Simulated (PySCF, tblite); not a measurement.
**C₂H₅F₃SSi: geometry, infrared bands and NMR shifts**

Wanted: the infrared bands and NMR shifts of C₂H₅F₃SSi (`CCS[Si](F)(F)F`), by calculation.

Programs: tblite 0.8.0 and PySCF 2.14.0, with density-fitted response routines of our own. Each step states its level of theory. These are calculated values for one molecule in the gas phase, unless marked as measured. Atoms count from 0, in the outputs and in this text.

### Step 1. The starting structure

12 atoms, charge 0, multiplicity 1; geometry from: force field or distance geometry start.

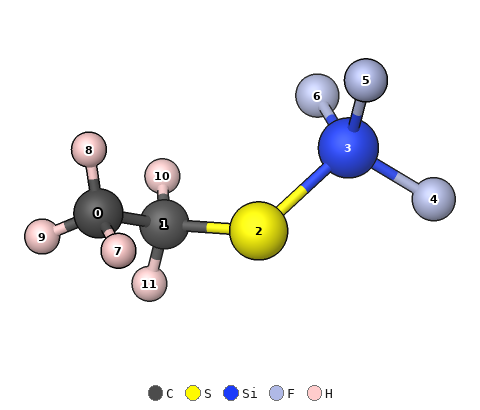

As it starts; carbon dark grey, sulfur yellow, silicon blue, fluorine light blue, hydrogen pink, atoms numbered.

### Step 2. Geometry optimisation with GFN2-xTB

Job settings and geometry (Å):

```
{"job": {"kind": "relax", "xc": "GFN2-xTB", "basis": "xTB"}, "charge": 0, "multiplicity": 1}
C     -2.011100     0.099700    -0.058800
C     -0.776800    -0.671500     0.341000
S      0.359600     0.516900     1.093200
Si     2.311800     0.494400     0.224700
F      3.478600     0.208000     1.432400
F      2.556700     1.962500    -0.553600
F      2.481400    -0.726100    -0.939200
H     -2.137200     0.871200     0.748700
H     -1.917100     0.528900    -1.061500
H     -2.839600    -0.639100    -0.079600
H     -0.360900    -1.220300    -0.512200
H     -1.144000    -1.425500     1.103700
```

On the command line:

```sh
OMP_NUM_THREADS=1 python probes_run.py task.json out
```

One launch serves the whole session: the jobs run in the order shown.

The program printed:

```text
step      E/eV     max force
  0    -711.99317    2.839
  1    -712.36710    2.164
  2    -712.60194    2.326
  3    -712.68143    0.744
  4    -712.71542    0.464
  5    -712.76716    0.798
  6    -712.78380    0.560
  7    -712.79720    0.220
  8    -712.80109    0.189
  9    -712.80545    0.206
 10    -712.80962    0.251
 11    -712.81551    0.312
 12    -712.82104    0.257
 13    -712.82558    0.163
 14    -712.82917    0.171
 15    -712.83306    0.204
 16    -712.83817    0.254
 17    -712.84421    0.218
 18    -712.84959    0.183
 19    -712.85407    0.174
 20    -712.85827    0.185
 21    -712.86215    0.184
 22    -712.86605    0.206
 23    -712.86971    0.198
 24    -712.87265    0.149
 25    -712.87504    0.129
 26    -712.87700    0.118
 27    -712.87872    0.150
 28    -712.88042    0.159
 29    -712.88210    0.138
 30    -712.88371    0.127
 31    -712.88524    0.127
 32    -712.88658    0.106
 33    -712.88776    0.114
 34    -712.88890    0.103
 35    -712.89007    0.108
 36    -712.89147    0.118
 37    -712.89310    0.113
 38    -712.89502    0.141
 39    -712.89693    0.147
 40    -712.89840    0.123
 41    -712.89981    0.113
 42    -712.90121    0.114
 43    -712.90257    0.103
 44    -712.90385    0.072
 45    -712.90486    0.085
 46    -712.90564    0.056
 47    -712.90603    0.040
 48    -712.90627    0.044
 49    -712.90649    0.031
 50    -712.90674    0.033
 51    -712.90694    0.041
 52    -712.90709    0.044
 53    -712.90723    0.043
 54    -712.90743    0.041
 55    -712.90770    0.044
 56    -712.90798    0.039
 57    -712.90824    0.051
 58    -712.90857    0.061
 59    -712.90917    0.086
 60    -712.91026    0.122
 61    -712.91176    0.132
 62    -712.91334    0.122
 63    -712.91488    0.108
 64    -712.91595    0.100
 65    -712.91719    0.117
 66    -712.91915    0.138
 67    -712.92217    0.161
 68    -712.92741    0.231
 69    -712.93219    0.163
 70    -712.93948    0.179
 71    -712.94944    0.292
 72    -712.94076    0.635
 73    -712.95834    0.389
 74    -712.96637    0.386
 75    -712.97522    0.188
 76    -712.97849    0.135
 77    -712.98073    0.106
 78    -712.98179    0.103
 79    -712.98272    0.083
 80    -712.98424    0.108
 81    -712.98540    0.068
 82    -712.98608    0.074
 83    -712.98676    0.041
 84    -712.98718    0.041
 85    -712.98730    0.042
 86    -712.98742    0.022
 87    -712.98750    0.017
 88    -712.98759    0.020
 89    -712.98764    0.014
 90    -712.98767    0.009
```

Run time: 1.6 s. Hardware: 1 thread of Intel Xeon at 2.50GHz, shared host; peak memory 0.18 GiB.

Relaxation path: (not every step is listed)

```csv
step,energy from step 0 (eV),largest force (eV/Å)
0,0.0000,2.8388
1,-0.3739,2.1636
2,-0.6088,2.3257
3,-0.6883,0.7441
4,-0.7223,0.4640
5,-0.7740,0.7984
6,-0.7906,0.5599
7,-0.8040,0.2199
8,-0.8079,0.1892
15,-0.8399,0.2042
22,-0.8729,0.2062
29,-0.8889,0.1382
36,-0.8983,0.1178
43,-0.9094,0.1027
50,-0.9136,0.0326
57,-0.9151,0.0515
64,-0.9228,0.1000
71,-0.9563,0.2921
78,-0.9886,0.1029
85,-0.9941,0.0417
86,-0.9943,0.0224
87,-0.9943,0.0171
88,-0.9944,0.0200
89,-0.9945,0.0142
90,-0.9945,0.0093
```

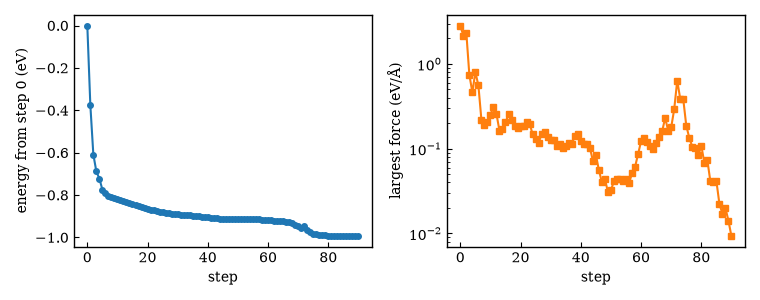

Energy and largest force along the relaxation.

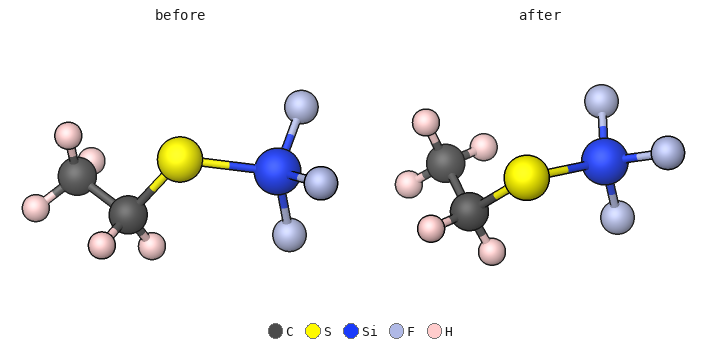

The geometry before (left) and after (right).

Distances of close pairs at the start and the end, largest changes first:

```
  bond  before (Å)  after (Å)  change (Å)
Si3–F4       1.704      1.578      -0.125
Si3–F6       1.695      1.587      -0.108
Si3–F5       1.680      1.588      -0.092
C1–H11       1.134      1.089      -0.045
S2–Si3       2.137      2.094      -0.042
 C0–H7       1.124      1.087      -0.037
 C1–S2       1.808      1.845      +0.037
 C0–H9       1.110      1.088      -0.022
```

The final coordinates are the input of the step that follows.

### Step 3. Infrared spectrum with GFN2-xTB

Job settings and geometry (Å):

```
{"job": {"kind": "ir", "xc": "GFN2-xTB", "basis": "xTB"}, "charge": 0, "multiplicity": 1}
C     -1.555751     0.202036    -0.172762
C     -0.812464    -0.852257     0.620418
S      0.533147    -0.135863     1.659293
Si     1.908958     0.459979     0.196750
F      3.348587     0.690595     0.801579
F      1.579617     1.795764    -0.596040
F      2.078709    -0.600953    -0.971430
H     -1.938443     0.975975     0.488127
H     -0.907466     0.667417    -0.912162
H     -2.394861    -0.257760    -0.690680
H     -0.368553    -1.608386    -0.024027
H     -1.470283    -1.337231     1.339627
```

The program printed:

```text
mode    cm-1     km/mol
  1      23.7      0.44
  2      66.1      0.10
  3     110.3      4.24
  4     145.3      1.41
  5     180.2      3.46
  6     226.7     19.92
  7     235.3     37.25
  8     251.0     37.33
  9     271.0     61.08
 10     339.3     13.60
 11     540.5     51.61
 12     660.1      0.42
 13     796.7     10.63
 14     853.9    275.55
 15     910.6    246.80
 16     948.5    243.11
 17    1013.7      8.67
 18    1034.6      3.04
 19    1085.4      1.45
 20    1221.7      0.98
 21    1252.8     22.18
 22    1409.1      9.03
 23    1449.7      0.34
 24    1484.3      9.34
 25    1488.4      2.97
 26    3004.2      5.15
 27    3013.3      3.01
 28    3032.8     20.43
 29    3040.1     16.55
 30    3048.3     12.55
```

Run time: 1 s. Hardware: 1 thread of Intel Xeon at 2.50GHz, shared host; peak memory 0.18 GiB.

Which atoms move in the most intense modes:

```
cm⁻¹  km/mol                                atoms
 235    37.2  F6 20 %, F4 18 %, Si3 16 %, H9 10 %
 251    37.3  F5 29 %, F6 25 %, Si3 19 %, F4 13 %
 271    61.1  S2 22 %, F6 14 %, F4 14 %, Si3 13 %
 540    51.6  S2 42 %, Si3 25 %, F5 11 %, F6 10 %
 854   275.6  Si3 39 %, F6 24 %, F5 19 %, F4 15 %
 911   246.8           Si3 46 %, F5 31 %, F6 22 %
 948   243.1                    Si3 48 %, F4 40 %
1253    22.2          H11 42 %, H10 31 %, C1 17 %
```

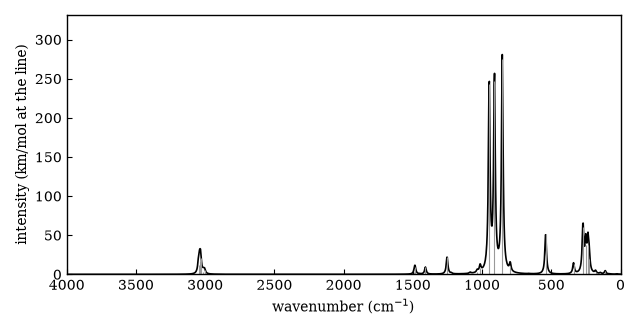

The infrared spectrum from these modes, unscaled. Lines are broadened to a width of 14 cm⁻¹ (Lorentzian).

### Step 4. Nuclear shieldings: PBE0/pcSseg-1

Settings changed since step 3:

```diff
@@ -1,2 +1,2 @@
-{"job": {"kind": "ir", "xc": "GFN2-xTB", "basis": "xTB"}, "charge": 0, "multiplicity": 1}
+{"job": {"kind": "nmr", "xc": "PBE0", "basis": "pcSseg-1"}, "charge": 0, "multiplicity": 1}
 C     -1.555751     0.202036    -0.172762
```

With the program's defaults for keys left out, this is: GIAO PBE0/pcSseg-1 NMR shielding, non-relativistic, gas phase.

The program printed:

```text
coarse grid: 11784 points
cycle   1  E = -1065.7746042238  dE =  6.999e-01  |g| = 8.658e-01  |ddm| = 3.186e+00
cycle   2  E = -1065.6670722128  dE =  1.075e-01  |g| = 1.245e+00  |ddm| = 1.242e+00
cycle   3  E = -1065.8968817840  dE = -2.298e-01  |g| = 5.662e-02  |ddm| = 7.122e-01
cycle   4  E = -1065.8975306811  dE = -6.489e-04  |g| = 2.496e-02  |ddm| = 8.032e-02
cycle   5  E = -1065.8976670898  dE = -1.364e-04  |g| = 3.888e-03  |ddm| = 2.475e-02
cycle   6  E = -1065.8976704951  dE = -3.405e-06  |g| = 9.034e-04  |ddm| = 4.434e-03
final grid: 107760 points
cycle   7  E = -1065.9573828392  dE = -3.440e-05  |g| = 6.777e-03  |ddm| = 1.834e-02
cycle   8  E = -1065.9573758886  dE =  6.951e-06  |g| = 8.431e-03  |ddm| = 1.212e-02
cycle   9  E = -1065.9573937155  dE = -1.783e-05  |g| = 6.021e-04  |ddm| = 7.411e-03
cycle  10  E = -1065.9573937977  dE = -8.218e-08  |g| = 1.869e-04  |ddm| = 6.769e-04
cycle  11  E = -1065.9573938053  dE = -7.608e-09  |g| = 3.745e-05  |ddm| = 1.490e-04
cycle  12  E = -1065.9573938055  dE = -2.649e-10  |g| = 1.367e-05  |ddm| = 3.680e-05
converged SCF energy = -1065.9573938055

GIAO shielding tensors (ppm)
atom      isotropic    diamagn.    paramagn.     s11        s22        s33       span
  0 C      164.453     249.958     -85.505    147.102    159.358    186.899     39.798
  1 C      157.416     251.847     -94.431    136.088    159.076    177.085     40.997
  2 S      611.441    1058.643    -447.202    493.441    566.772    774.110    280.669
  3 Si     398.192     876.856    -478.664    353.767    386.806    454.003    100.237
  4 F      309.339     465.883    -156.543    262.874    270.596    394.548    131.674
  5 F      300.275     469.646    -169.372    250.972    259.997    389.855    138.884
  6 F      315.545     470.397    -154.851    253.812    296.012    396.812    143.001
  7 H       30.233      30.629      -0.397     26.505     28.403     35.791      9.286
  8 H       30.460      32.343      -1.883     25.336     31.398     34.645      9.310
  9 H       30.273      29.657       0.616     25.260     26.790     38.769     13.509
 10 H       28.729      32.274      -3.546     23.257     28.010     34.918     11.661
 11 H       29.119      30.589      -1.470     22.768     27.714     36.875     14.106
```

Wall time 65 s (1 thread of Intel Xeon at 2.50GHz, shared host); peak memory 0.73 GiB.

Shifts follow as δ = σ(reference) − σ, with reference shieldings (ppm) from runs at the same level and on the same kind of geometry: 1H TMS 31.72, 13C TMS 186.9, 29Si TMS 349.2, 19F CFCl3 170.9, 33S CS2 504. The references are single molecules in the gas phase, so shifts against H2O, NH3, PH3, H3PO4 or CFCl3 are not on the usual liquid scales and can be off by tens of ppm. Atoms listed in one row are averaged.

```csv
atoms,environment,σ (ppm),δ (ppm),δ scaled to CDCl3
C1,sp3 CH2 bonded to S,157.4,29.5,22.5
C0,methyl carbon,164.5,22.5,20.0
"H10, H11",hydrogen on an sp3 CH2 bonded to S,28.92,2.79,2.74
"H7, H8, H9",hydrogen on a methyl carbon,30.32,1.40,1.42
S2,"sulfur bonded to C, Si",611,-108,–
Si3,"silicon bonded to 3 F, S",398.2,-49.0,–
"F4, F5, F6",fluorine bonded to Si,308.4,-137.4,–
```

The scaled column applies a straight-line fit of computed shieldings to shifts measured in CDCl3, with any fitted terms for Cl, Br or S neighbours, and one for carbons that bear F (root-mean-square error 0.16 ppm for H, 1.9 ppm for C).

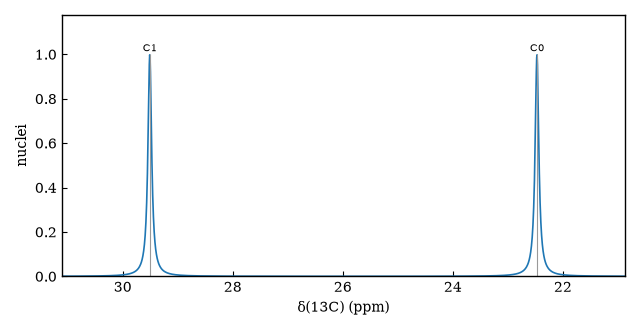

13C lines at the computed shifts, without couplings. Lines are broadened to a width of 0.08 ppm (Lorentzian).

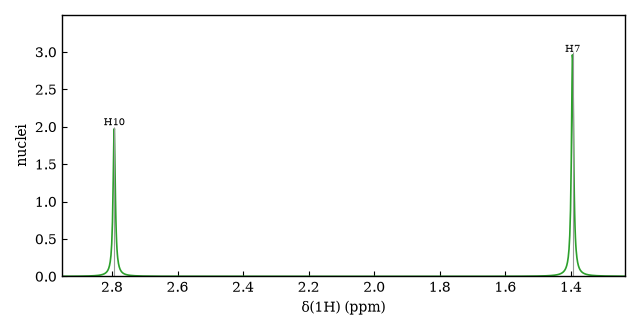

1H lines at the computed shifts, without couplings. Lines are broadened to a width of 0.01 ppm (Lorentzian).

Charges from the same density, by scheme (e):

```
     atoms  Mulliken    IAO  Hirshfeld  ESP fit
        C0     -0.28  -0.42      -0.12    -0.11
        C1     -0.39  -0.31      -0.05     0.00
        S2     -0.27  -0.18      -0.05    -0.30
       Si3      1.37   1.67       0.54     0.85
F4, F5, F6     -0.39  -0.52      -0.19    -0.26
```

Mulliken charges:

| atom | value (e) |
| --- | --- |
| C0 | -0.28 |
| C1 | -0.39 |
| S2 | -0.27 |
| Si3 | 1.37 |
| F4 | -0.39 |
| F5 | -0.39 |
| F6 | -0.40 |
| H7 | 0.14 |
| H8 | 0.13 |
| H9 | 0.13 |
| H10 | 0.18 |
| H11 | 0.17 |

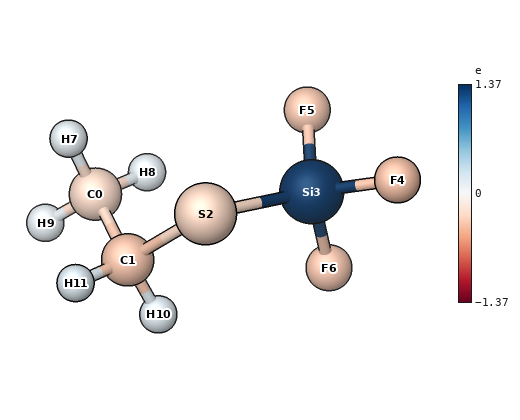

Mulliken charges, as colours on the atoms.

Mayer bond orders: C0–C1 1.03, C1–S2 0.98, S2–Si3 1.05, Si3–F4 0.99, Si3–F5 0.96, Si3–F6 0.95.

Orbitals, density, ELF and potential are computed afterwards from the orbital file.

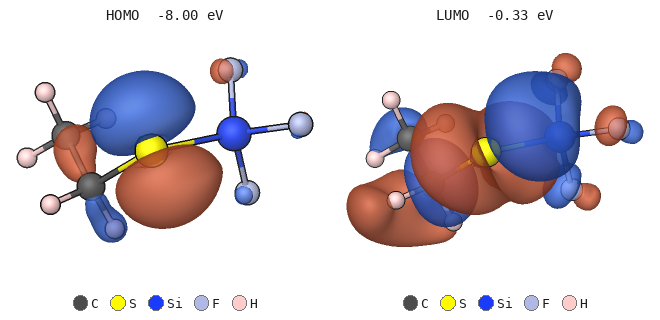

Frontier orbitals at PBE0/pcSseg-1; each surface holds 70 % of the orbital's density, blue and red mark the sign.

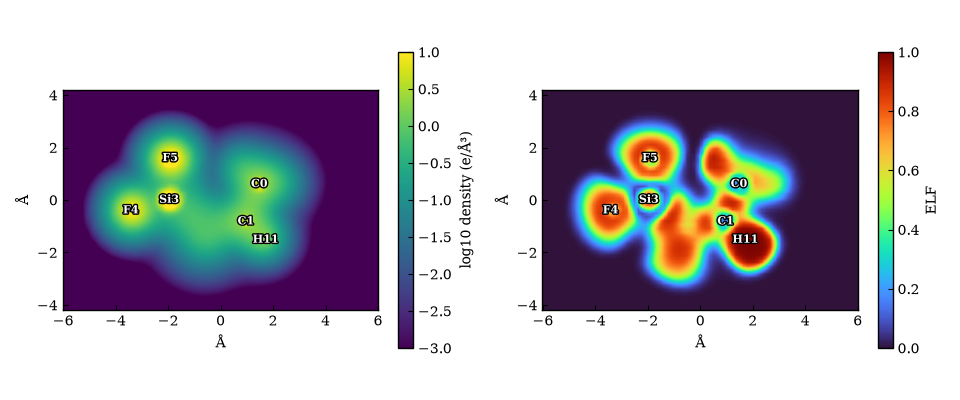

Density (left) and ELF (right) in a plane through or near 6 of the atoms.

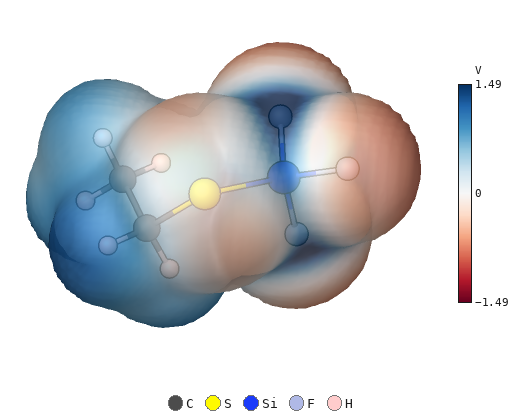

The potential that a unit positive charge feels on the 0.002 e/bohr³ surface, from -0.76 V near F5 to 1.49 V near Si3.

### Step 5. What came out

| quantity | value |
| --- | --- |
| strongest single infrared mode (GFN2-xTB) | 854 cm⁻¹, 276 km/mol |
| zero-point energy (GFN2-xTB) | 47.4 kcal/mol |
| 13C shifts against TMS (PBE0/pcSseg-1) | 29.5, 22.5 ppm |
| 1H shifts against TMS (PBE0/pcSseg-1, means over atoms taken as alike) | 2.79, 1.40 ppm |
| 33S shifts against CS2 (PBE0/pcSseg-1) | -108 ppm |
| 29Si shifts against TMS (PBE0/pcSseg-1) | -49.0 ppm |
| 19F shifts against CFCl3 (PBE0/pcSseg-1, means over atoms taken as alike) | -137.4 ppm |
| surface potential, least and greatest | -0.76 V and 1.49 V |

Over 90 steps the energy fell by 0.995 eV; of the close pairs, Si3–F4 changed most, 1.704 to 1.578 Å. No mode is imaginary among the 30: a minimum at this level. The strongest single mode, at 854 cm⁻¹, is spread over several atoms, Si3, F6, F5, F4 among them. Unscaled tight-binding wavenumbers are off by several per cent, some by more. Its intensities can rank the bands wrongly. At PBE0/pcSseg-1: Shielding is most anisotropic at S2 (span 281 ppm, paramagnetic term -447 ppm). At PBE0/pcSseg-1, counted by nearest atom on the grid, the HOMO lies on S2 80 %, the LUMO on S2 31 %; C1 18 %.
